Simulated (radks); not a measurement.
# Nuclear size and the levels of Ta²⁺

Aim: how the total energy, the levels and the density at the nucleus of Ta²⁺ respond when the nuclear radius is scaled.

Program: radks (a radial shooting solver on a logarithmic mesh, Libxc functionals) version 1. Level of theory: Dirac Kohn-Sham, exchange-only LDA, spin-unpolarised, spherical densities, finite nucleus; open shells fill j = l - 1/2 first. These are calculated values, not measurements, unless marked.

## (1) The system

```
element            : tantalum (Z = 73)
charge             : +2
electrons          : 71
configuration      : [Xe] 4f14 5d3
nuclear rms radius : 5.3507 fm
```

In the logs a row gives level, spin channel, occupation and eigenvalue; Etot, Ekin, Encl (electron-nucleus), Eh (Hartree) and Exc are energies, all in hartree; err is the last residual, it the number of iterations.

## (2) rms radius 5.3507 fm

Input:

```text
Z 73
configuration [Xe] 4f14 5d3 6s0 6p0
relativity Dirac
functional lda,
spin unpolarised
j_filling energy
nucleus finite rms 5.3507 fm
c 137.035999084
```

Log:

```text
1s1/2   1   2.0000       -2469.89953451
2s1/2   1   2.0000        -424.54468582
2p1/2   1   2.0000        -405.98118185
2p3/2   1   4.0000        -359.35813509
3s1/2   1   2.0000         -97.61271412
3p1/2   1   2.0000         -89.32214807
3p3/2   1   4.0000         -79.28880239
3d3/2   1   4.0000         -65.20344757
3d5/2   1   6.0000         -63.01605064
4s1/2   1   2.0000         -20.27142514
4p1/2   1   2.0000         -16.85127395
4p3/2   1   4.0000         -14.53243316
4d3/2   1   4.0000          -8.89313537
4d5/2   1   6.0000          -8.46713268
4f5/2   1   6.0000          -1.45368031
4f7/2   1   8.0000          -1.38081618
5s1/2   1   2.0000          -3.18716953
5p1/2   1   2.0000          -2.19397542
5p3/2   1   4.0000          -1.87041390
5d3/2   1   3.0000          -0.64364771
5d5/2   1   0.0000          -0.61873057
6s1/2   1   0.0000          -0.64744489
6p1/2   1   0.0000          -0.45926161
6p3/2   1   0.0000          -0.42362465
Etot -15606.090455453463
Ekin 17512.962200850277
Encl -38898.171994917226
Eh 6079.20750145412
Exc -300.0881628406331
err 1.4292896496587396e-08
it 15
```

Highest occupied level: 5d3/2 at -17.515 eV.

From the orbitals of this run (lengths in bohr):

```csv
level,occupation,energy (eV),<r>,outermost maximum (interpolated),90 % within,nodes
5p3/2,4,-50.897,1.328,1.15,1.95,3
4f5/2,6,-39.557,0.6346,0.438,1.06,0
4f7/2,8,-37.574,0.6457,0.443,1.08,0
6s1/2,0,-17.618,2.911,2.59,4.19,5
5d3/2,3,-17.515,1.987,1.54,3.10,2
5d5/2,0,-16.837,2.050,1.59,3.20,2
6p1/2,0,-12.497,3.490,3.08,5.06,4
6p3/2,0,-11.527,3.734,3.32,5.40,4
```

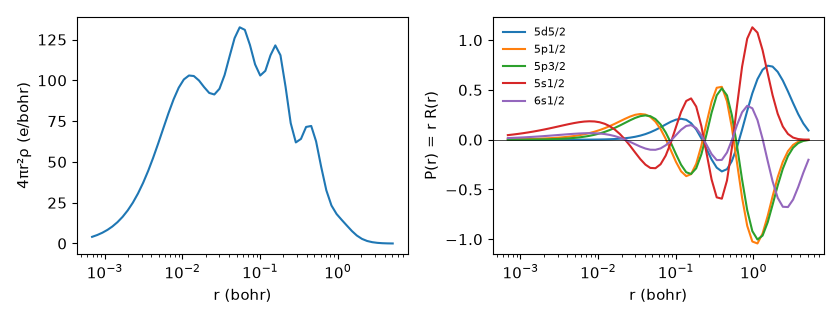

Radial density (left) and radial functions of outer levels (right).

## (3) rms radius 4.4946 fm

Settings, as their differences from step 2:

```diff
@@ -6,3 +6,3 @@
 j_filling energy
-nucleus finite rms 5.3507 fm
+nucleus finite rms 4.4946 fm
 c 137.035999084
```

Log:

```text
1s1/2   1   2.0000       -2470.13571533
2s1/2   1   2.0000        -424.57766462
2p1/2   1   2.0000        -405.98151431
2p3/2   1   4.0000        -359.35674638
3s1/2   1   2.0000         -97.62002269
3p1/2   1   2.0000         -89.32221937
3p3/2   1   4.0000         -79.28843686
3d3/2   1   4.0000         -65.20311746
3d5/2   1   6.0000         -63.01573765
4s1/2   1   2.0000         -20.27322481
4p1/2   1   2.0000         -16.85128895
4p3/2   1   4.0000         -14.53234360
4d3/2   1   4.0000          -8.89306564
4d5/2   1   6.0000          -8.46706681
4f5/2   1   6.0000          -1.45364527
4f7/2   1   8.0000          -1.38078221
5s1/2   1   2.0000          -3.18747568
5p1/2   1   2.0000          -2.19397442
5p3/2   1   4.0000          -1.87039961
5d3/2   1   3.0000          -0.64364409
5d5/2   1   0.0000          -0.61872749
6s1/2   1   0.0000          -0.64748530
6p1/2   1   0.0000          -0.45926291
6p3/2   1   0.0000          -0.42362421
Etot -15606.671852265797
Ekin 17516.405171218787
Encl -38902.227068931774
Eh 6079.244964645328
Exc -300.09491919813786
err 1.4295154724240369e-08
it 15
```

Energy against step 2 (rms radius 5.3507 fm): -15.821 eV. Highest occupied level: 5d3/2 at -17.514 eV.

## (4) rms radius 5.1688 fm

Settings, as their differences from step 3:

```diff
@@ -6,3 +6,3 @@
 j_filling energy
-nucleus finite rms 4.4946 fm
+nucleus finite rms 5.1688 fm
 c 137.035999084
```

Log:

```text
1s1/2   1   2.0000       -2469.95200480
2s1/2   1   2.0000        -424.55201155
2p1/2   1   2.0000        -405.98125618
2p3/2   1   4.0000        -359.35782658
3s1/2   1   2.0000         -97.61433758
3p1/2   1   2.0000         -89.32216403
3p3/2   1   4.0000         -79.28872119
3d3/2   1   4.0000         -65.20337423
3d5/2   1   6.0000         -63.01598111
4s1/2   1   2.0000         -20.27182490
4p1/2   1   2.0000         -16.85127731
4p3/2   1   4.0000         -14.53241327
4d3/2   1   4.0000          -8.89311988
4d5/2   1   6.0000          -8.46711805
4f5/2   1   6.0000          -1.45367253
4f7/2   1   8.0000          -1.38080863
5s1/2   1   2.0000          -3.18723753
5p1/2   1   2.0000          -2.19397520
5p3/2   1   4.0000          -1.87041072
5d3/2   1   3.0000          -0.64364690
5d5/2   1   0.0000          -0.61872989
6s1/2   1   0.0000          -0.64745386
6p1/2   1   0.0000          -0.45926190
6p3/2   1   0.0000          -0.42362455
Etot -15606.219617702554
Ekin 17513.721028558684
Encl -38899.066806495
Eh 6079.215823382212
Exc -300.0896631484505
err 1.4294253389770987e-08
it 15
```

Energy against step 2 (rms radius 5.3507 fm): -3.515 eV. The top filled level is 5d3/2, -17.515 eV.

## (5) rms radius 5.5219 fm

Settings, as their differences from step 4:

```diff
@@ -6,3 +6,3 @@
 j_filling energy
-nucleus finite rms 5.1688 fm
+nucleus finite rms 5.5219 fm
 c 137.035999084
```

Log:

```text
1s1/2   1   2.0000       -2469.84904998
2s1/2   1   2.0000        -424.53763780
2p1/2   1   2.0000        -405.98111008
2p3/2   1   4.0000        -359.35843191
3s1/2   1   2.0000         -97.61115222
3p1/2   1   2.0000         -89.32213266
3p3/2   1   4.0000         -79.28888052
3d3/2   1   4.0000         -65.20351813
3d5/2   1   6.0000         -63.01611754
4s1/2   1   2.0000         -20.27104054
4p1/2   1   2.0000         -16.85127070
4p3/2   1   4.0000         -14.53245231
4d3/2   1   4.0000          -8.89315027
4d5/2   1   6.0000          -8.46714676
4f5/2   1   6.0000          -1.45368780
4f7/2   1   8.0000          -1.38082344
5s1/2   1   2.0000          -3.18710410
5p1/2   1   2.0000          -2.19397563
5p3/2   1   4.0000          -1.87041695
5d3/2   1   3.0000          -0.64364848
5d5/2   1   0.0000          -0.61873123
6s1/2   1   0.0000          -0.64743625
6p1/2   1   0.0000          -0.45926133
6p3/2   1   0.0000          -0.42362474
Etot -15605.966182300892
Ekin 17512.235027038994
Encl -38897.313984632376
Eh 6079.199494962044
Exc -300.0867196695549
err 1.4293471502295582e-08
it 15
```

E − E(step 2, rms radius 5.3507 fm) = +3.382 eV. The top filled level is 5d3/2, -17.515 eV.

## (6) rms radius 6.2603 fm

Settings, as their differences from step 5:

```diff
@@ -6,3 +6,3 @@
 j_filling energy
-nucleus finite rms 5.5219 fm
+nucleus finite rms 6.2603 fm
 c 137.035999084
```

Log:

```text
1s1/2   1   2.0000       -2469.61936519
2s1/2   1   2.0000        -424.50557751
2p1/2   1   2.0000        -405.98078068
2p3/2   1   4.0000        -359.35978227
3s1/2   1   2.0000         -97.60404753
3p1/2   1   2.0000         -89.32206182
3p3/2   1   4.0000         -79.28923596
3d3/2   1   4.0000         -65.20383913
3d5/2   1   6.0000         -63.01642190
4s1/2   1   2.0000         -20.26929111
4p1/2   1   2.0000         -16.85125576
4p3/2   1   4.0000         -14.53253940
4d3/2   1   4.0000          -8.89321808
4d5/2   1   6.0000          -8.46721082
4f5/2   1   6.0000          -1.45372188
4f7/2   1   8.0000          -1.38085648
5s1/2   1   2.0000          -3.18680651
5p1/2   1   2.0000          -2.19397655
5p3/2   1   4.0000          -1.87043085
5d3/2   1   3.0000          -0.64365200
5d5/2   1   0.0000          -0.61873423
6s1/2   1   0.0000          -0.64739697
6p1/2   1   0.0000          -0.45926006
6p3/2   1   0.0000          -0.42362517
Etot -15605.400798995171
Ekin 17508.959360337583
Encl -38893.44307566686
Eh 6079.163074356068
Exc -300.0801580219638
err 1.4292588490188666e-08
it 15
```

Energy against step 2 (rms radius 5.3507 fm): +18.767 eV. 5d3/2 is the highest filled level (-17.515 eV).

## (7) What came out

```csv
rms radius (fm),total energy shift (eV),density at nucleus (e/bohr³),1s1/2 shift (meV),2s1/2 shift (meV),4p1/2 shift (meV),5s1/2 shift (meV),6s1/2 shift (meV)
4.4946,-15.8,1.386e+06,-6427,-897,-0.408,-8.33,-1.10
5.1688,-3.51,1.322e+06,-1428,-199,-0.0914,-1.85,-0.244
5.3507,0,1.307e+06,0,0,0,0,0
5.5219,3.38,1.293e+06,1374,192,0.0883,1.78,0.235
6.2603,18.8,1.24e+06,7624,1064,0.495,9.88,1.30
```

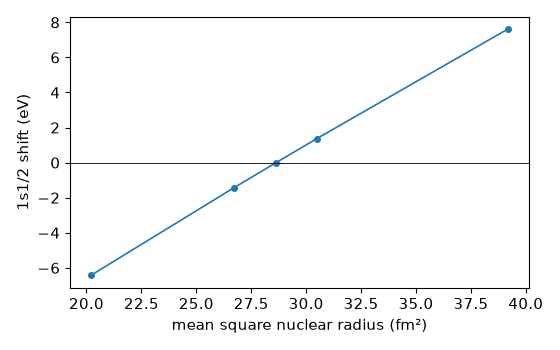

Shift of the 1s1/2 level against the mean square radius.

Shifts are against the first run. Over the range the 1s1/2 level moves by 14.1 eV and the 6s1/2 level by 2.40 meV. A larger nucleus binds the 1s electrons less and lowers the density at its centre. These are shifts of eigenvalues, not the field shifts of spectral lines.
